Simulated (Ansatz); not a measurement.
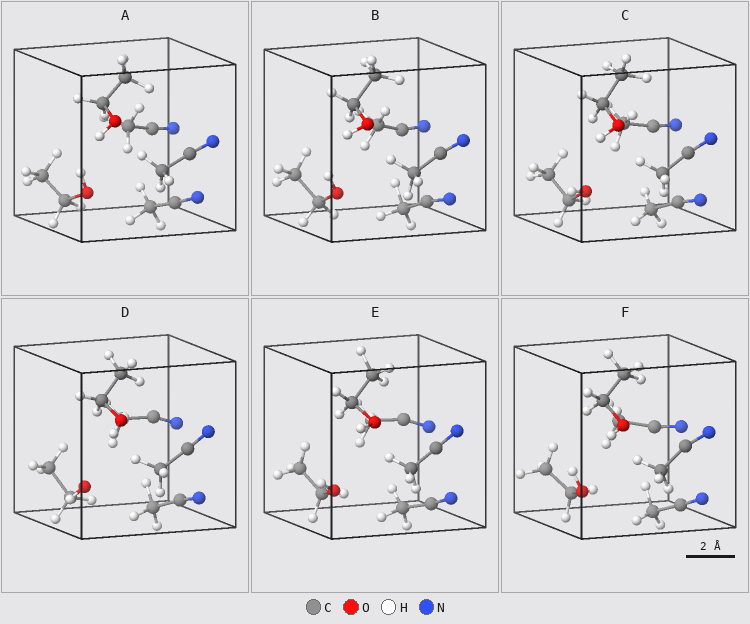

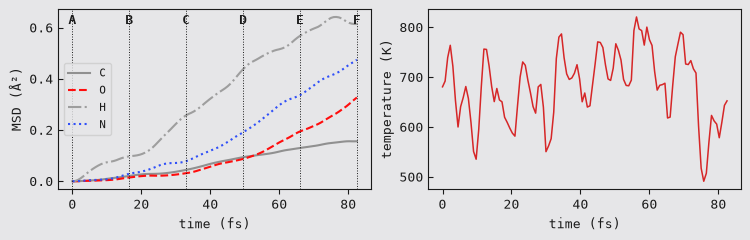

Molecular dynamics of a periodic cell with 2 CH3CH2OH + 3 CH3CN at 0.982 g/cm³, 82 fs long. It starts from the last geometry of an earlier run, with fresh velocities. Frames (A at 0 fs, B at 16.5 fs, C at 33 fs, D at 50 fs, E at 66 fs, F at 82 fs) and the history of the run. A ball-and-stick model of the simulation cell, seen slightly off an axis. Atoms that leave the cell re-enter on the other side.

These are results of DFT r2SCAN-D3(BJ), scalar-relativistic, plane waves, PAW in Ansatz, not measurements. Run with plane-wave cutoff 500 eV; k-point mesh 1 × 1 × 1; Fermi-Dirac smearing 0.02 eV; low-accuracy preset; Langevin thermostat (NVT); set temperature 700 K; time step 0.75 fs; friction 0.02 per fs.

Input file:
```yaml
accuracy: low
crystal:
  lattice:
    - [7.140037, 0.0, 0.0]
    - [0.0, 7.140037, 0.0]
    - [0.0, 0.0, 7.140037]
  atoms:
    - { symbol: C, position: [0.8673086, 0.33490622, 0.9457267] }
    - { symbol: C, position: [0.84525282, 0.20005467, 0.79426626] }
    - { symbol: O, position: [1.02852659, 0.19987623, 0.71520454] }
    - { symbol: H, position: [1.05688426, 0.08665365, 0.63746676] }
    - { symbol: H, position: [0.80190118, 0.05806705, 0.82629869] }
    - { symbol: H, position: [0.73674863, 0.26045783, 0.70272116] }
    - { symbol: H, position: [0.74696446, 0.37615715, 1.03254208] }
    - { symbol: H, position: [0.95832174, 0.2755612, 1.0671024] }
    - { symbol: H, position: [0.92527598, 0.46596555, 0.87814257] }
    - { symbol: C, position: [0.16449196, 0.10389631, 0.25470949] }
    - { symbol: C, position: [0.29398387, 0.19525263, 0.11998295] }
    - { symbol: O, position: [0.47230138, 0.26195174, 0.18995177] }
    - { symbol: H, position: [0.47313305, 0.21842404, 0.31375326] }
    - { symbol: H, position: [0.30160046, 0.11665291, -0.01153809] }
    - { symbol: H, position: [0.24375582, 0.31808115, 0.06636105] }
    - { symbol: H, position: [0.02297545, 0.07079965, 0.20073298] }
    - { symbol: H, position: [0.24079572, -0.0334533, 0.3018412] }
    - { symbol: H, position: [0.16658082, 0.19865842, 0.38332428] }
    - { symbol: C, position: [0.47894741, 0.52485072, 0.57469609] }
    - { symbol: C, position: [0.40084021, 0.71322461, 0.53350174] }
    - { symbol: "N", position: [0.35941293, 0.86798413, 0.51837226] }
    - { symbol: H, position: [0.56172902, 0.4838872, 0.45559692] }
    - { symbol: H, position: [0.56994051, 0.55682239, 0.69704261] }
    - { symbol: H, position: [0.38376567, 0.409266, 0.62216721] }
    - { symbol: C, position: [-0.04982736, 0.53811756, 0.38162091] }
    - { symbol: C, position: [-0.05207129, 0.71819756, 0.47040063] }
    - { symbol: "N", position: [-0.05368833, 0.86889252, 0.5331041] }
    - { symbol: H, position: [-0.12756742, 0.56160315, 0.26493929] }
    - { symbol: H, position: [0.09899405, 0.51899808, 0.34452484] }
    - { symbol: H, position: [-0.13061649, 0.44346639, 0.46579383] }
    - { symbol: C, position: [0.42343008, 0.69237765, 1.06794876] }
    - { symbol: C, position: [0.60092247, 0.77394175, 1.11556864] }
    - { symbol: "N", position: [0.7261345, 0.86652704, 1.16099728] }
    - { symbol: H, position: [0.45003966, 0.54995788, 1.00036878] }
    - { symbol: H, position: [0.32583932, 0.66935212, 1.17280667] }
    - { symbol: H, position: [0.38695749, 0.77570223, 0.94326603] }
basis:
  ecutwfc: 500.0
kpoints:
  mp_grid: { grid: [1, 1, 1] }
hamiltonian:
  xc: r2scan
  dispersion: d3bj
scf:
  occupations: { method: fermi_dirac, width: 0.02 }
  lower_state_search: "off"
md:
  timestep: 0.75
  n_steps: 110
  ensemble: nvt_langevin
  temperature: 700.0
  initial_velocities: maxwell_boltzmann
  seed: 849555
  friction: 0.02
```

Run as
```bash
ansatz run input.yaml --threads 1 --pin off --max-ram 3072MiB --backend cpu --events-out ev --progress --plain --runs-dir out
```

### Describe the run.

Root-mean-square distances from the starting positions over the second half, with the common drift of all atoms taken out: H 0.72 Å, N 0.55 Å, O 0.41 Å, C 0.35 Å. The heavy atoms stay within a fraction of a molecule's size of their starting places; so short a run doesn't tell a liquid from a solid. Over the second half the temperature averages 694 K (spread ±76 K). The potential energy in the second half lies on average 3.5 meV per atom above the first frame.

Limits of the set-up: the program's low-accuracy preset was used; the periodic images lie only 7.1 Å apart, so the values are limited by the cell's size.
